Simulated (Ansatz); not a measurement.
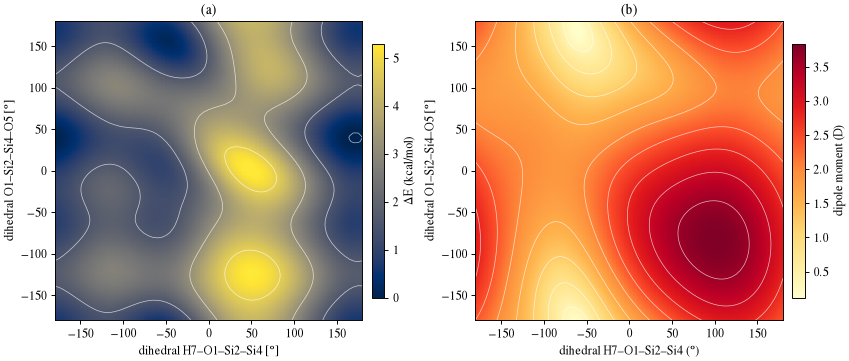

F₂H₄O₂Si₂, SMILES O[SiH](F)[SiH](O)F. The first coordinate is: dihedral H7–O1–Si2–Si4; the second: dihedral O1–Si2–Si4–O5. Nothing is relaxed (all other coordinates rigid). Grid: 18 × 18 points. All energies are given in kcal/mol relative to the lowest grid point. Computed with RHF/def2-SVP (Ansatz 0.2.0).

Panel (a) is the energy; panel (b) is the computed dipole moment, in D.

In the figure: a smooth colour map with a few white contour lines. Between grid points the surface is interpolated.

### How does the dipole moment vary over the map, and what is it at the lowest grid point?

Leaving out the highest fifth of the energies, it runs from 0.16 D at dihedral H7–O1–Si2–Si4 = −60°, dihedral O1–Si2–Si4–O5 = 160° to 3.84 D at dihedral H7–O1–Si2–Si4 = 100°, dihedral O1–Si2–Si4–O5 = −80°. At the lowest grid point, dihedral H7–O1–Si2–Si4 = −180°, dihedral O1–Si2–Si4–O5 = 40°, it is 2.14 D.
